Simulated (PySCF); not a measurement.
Se(Et)(OMe), SMILES CC[Se]OC (C3H8OSe) at its PBE0/def2-SVP optimised geometry (Å):

```
13

Se    -1.0941    -1.6515     0.0000
C     -1.3280     0.2776     0.0000
C     -0.8041     0.9885     1.2305
H     -2.4187     0.4005    -0.1182
H     -0.8587     0.6556    -0.9208
H      0.2804     0.8355     1.3322
H     -1.2909     0.6224     2.1467
H     -0.9803     2.0741     1.1548
O      0.7248    -1.6515     0.0000
C      1.3313    -2.0741     1.1955
H      1.0975    -3.1258     1.4419
H      2.4187    -1.9931     1.0368
H      1.0520    -1.4479     2.0621
```

Calculation: PBE0/def2-TZVP (PySCF 2.14.0). Cells within 0.4 Å of a nucleus heavier than hydrogen are left out (blank, or x).

Map of the HOMO amplitude (bohr^(-3/2)) on the plane z = 1.5 Å; orbital energy -6.21 eV, overall sign arbitrary:

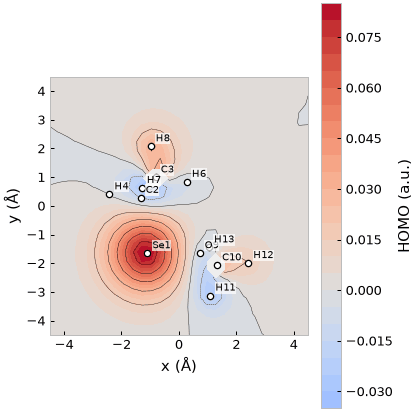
HOMO amplitude (bohr^(-3/2)) on the plane z = 1.5 Å.
